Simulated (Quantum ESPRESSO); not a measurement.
## What a tighter setting buys: ecutwfc, AlCo3C (Pm-3m, 5 atoms in the cell)

```yaml
crystal:
  lattice:
    - [3.78583, 0.00000, 0.00000]
    - [0.00000, 3.78583, 0.00000]
    - [0.00000, 0.00000, 3.78583]
  atoms:
    - { symbol: Al, position: [0.00000, 0.00000, 0.00000] }
    - { symbol: Co, position: [0.00000, 0.50000, 0.50000] }
    - { symbol: Co, position: [0.50000, 0.00000, 0.50000] }
    - { symbol: Co, position: [0.50000, 0.50000, 0.00000] }
    - { symbol: C, position: [0.50000, 0.50000, 0.50000] }
```

Computed with LDA (PW92), PseudoDojo standard norm-conserving (LDA) pseudopotentials (plane waves; Quantum ESPRESSO).

Base settings: ecutwfc = 100 Ry; occupations = smearing; smearing = marzari-vanderbilt; degauss = 0.0099958 Ry; potentials = {Al: Al.upf, Co: Co.upf, C: C.upf}; K_POINTS = automatic 6 6 6 0 0 0; conv_thr = 1e-10 Ry.

Misses are taken against the tightest run, 200 Ry, which need not be fully converged itself. The energy is the free energy per atom.

The count of work is k-points × plane waves × bands × iterations; it is no time, and leaves out set-up, grids and terms that scale otherwise. Core times come from one kind of shared machine and are given to one figure; runs under 30 s give none.

The starting cell comes from a database of computed structures (which also holds hypothetical and non-ambient phases and stackings), without a prior relaxation at this level. Its lattice was rescaled by a random factor within 2.5 % of one. Spin polarisation is off. In the base run, with a pressure of about -24 GPa the cell is away from its equilibrium volume at this level.

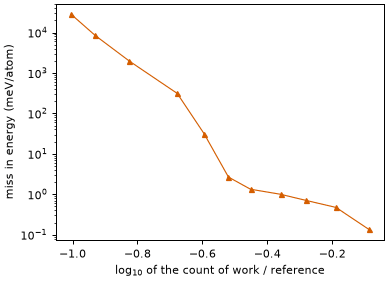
Figure. Miss against the count of work; the reference run is not drawn, and misses under 0.1 meV/atom are drawn there.

```csv
ecutwfc,energy less reference (meV/atom),pressure less reference (GPa),count of work / reference,core time / reference (rough)
40 Ry,28274.36,-1233.65,0.099,–
50 Ry,8469.73,-558.54,0.12,–
60 Ry,1959.80,-191.13,0.15,0.2
70 Ry,312.56,-44.32,0.21,0.2
80 Ry,31.80,-6.42,0.25,0.4
90 Ry,2.66,-0.42,0.30,0.5
100 Ry,1.33,-0.01,0.35,0.5
115 Ry,1.00,-0.02,0.44,0.5
130 Ry,0.70,-0.02,0.52,0.6
150 Ry,0.47,-0.01,0.65,0.6
175 Ry,0.13,-0.02,0.82,0.9
200 Ry,0.00,0.00,1.0,1
```

Coarsest setting among those run that, with all tighter ones, holds the energy within 20 meV/atom of the reference: 90 Ry, off by 2.7 meV/atom; its saving against the reference is no more than about a factor of 2 in time.

The step from 70 Ry to 175 Ry: it takes the miss in the energy from 310 to 0.13 meV/atom, for 3.9 times the count of work and roughly 4 times the time.
